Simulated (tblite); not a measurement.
**Run report: C6H10GeO, frequency calculation**

C6H10GeO, computed with GFN2-xTB harmonic vibrations, gas phase (tblite 0.8.0).

It belongs to a series of runs on one base structure; here: H on Ge replaced by vinyl.

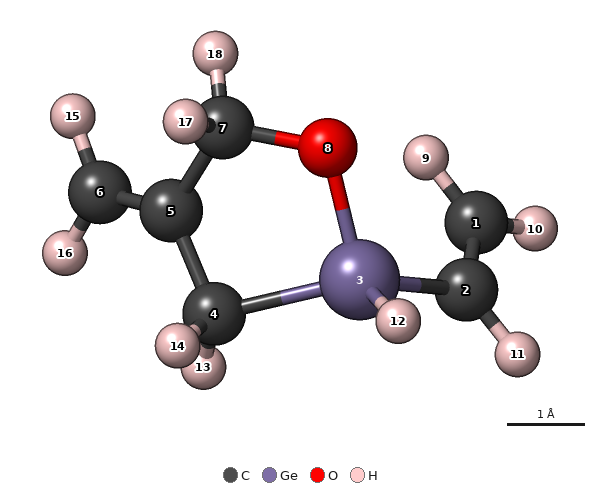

Figure 1. The structure (ball-and-stick view, seen at a tilt; atoms are numbered from 1 in the order of the input). Sticks mark near contacts. Bond lengths as drawn: C–C 1.32 to 1.51 Å, C–Ge 1.97 to 2.00 Å, C–H 1.08 to 1.10 Å, C–O 1.41 Å, Ge–H 1.53 Å and Ge–O 1.79 Å.

Summary:

| quantity | value |
| --- | --- |
| outcome | converged |
| total energy | −649.6088 eV |
| zero-point energy | 85.9310 kcal/mol |
| hardware | 1 CPU thread, shared host |
| wall time | 1.2 s |
| peak memory | 0.18 GiB |

Input:
```
{"job": {"kind": "ir", "xc": "GFN2-xTB", "basis": "xTB"}, "charge": 0, "multiplicity": 1}
C      2.795964     0.519119     0.481206
C      2.493476    -0.173765    -0.602901
Ge     0.736443    -1.012444    -0.882601
C     -0.861934     0.099754    -1.348444
C     -1.484789     0.308746    -0.004460
C     -2.117351     1.407590     0.368308
C     -1.245851    -0.861797     0.916789
O      0.033163    -1.424634     0.712510
H      2.080989     0.640804     1.280142
H      3.761678     0.979567     0.628573
H      3.220010    -0.292831    -1.394973
H      0.877876    -2.307912    -1.675598
H     -0.646658     1.040888    -1.848266
H     -1.528259    -0.485458    -1.987141
H     -2.529539     1.515417     1.357341
H     -2.266123     2.233452    -0.307114
H     -2.014358    -1.627504     0.737643
H     -1.313496    -0.552675     1.964052
```

The first line tells a small driver script what to run in tblite; the rest is the geometry in Å.

Command:
```bash
OMP_NUM_THREADS=1 python <driver script> task.json out
```

Output:
```
mode    cm-1     km/mol
  1      28.6      0.50
  2      48.7      0.07
  3      94.9      0.69
  4     126.1      1.16
  5     142.0      7.06
  6     314.2     21.94
  7     314.7     15.17
  8     360.3      6.11
  9     387.5     10.29
 10     455.8      5.08
 11     493.6     62.23
 12     529.6      8.32
 13     565.7     26.82
 14     578.2     72.44
 15     661.9    118.28
 16     672.8    105.68
 17     692.3     19.17
 18     767.5    101.41
 19     856.7      9.45
 20     891.8     25.67
 21     914.8     13.65
 22     950.9      1.76
 23     974.0      1.33
 24     982.4      4.87
 25    1020.1     21.31
 26    1047.0    111.41
 27    1076.6      5.96
 28    1130.0      4.33
 29    1195.7      3.14
 30    1236.3      8.51
 31    1244.3     23.88
 32    1298.3      9.20
 33    1393.1      0.91
 34    1412.9      0.78
 35    1426.3      2.81
 36    1476.5      1.25
 37    1651.9      0.60
 38    1727.0     12.83
 39    1816.8    531.91
 40    2856.7     61.46
 41    2931.4     24.06
 42    2938.6     52.20
 43    3006.5     22.31
 44    3037.1     33.68
 45    3065.1     32.69
 46    3092.5     36.19
 47    3099.5     21.10
 48    3124.4     39.64
```

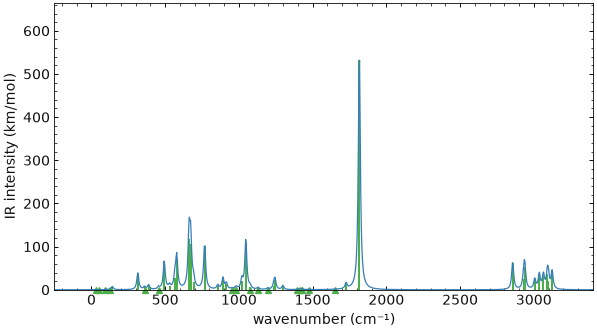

Figure 2. Harmonic infrared spectrum, unscaled: sticks (degenerate modes added up, dark ones marked on the axis) with a Lorentzian envelope of 16 cm⁻¹ full width, scaled to the tallest stick. 48 modes from 29 to 3124 cm⁻¹, none imaginary. The strongest line is at 1817 cm⁻¹ (532 km/mol).
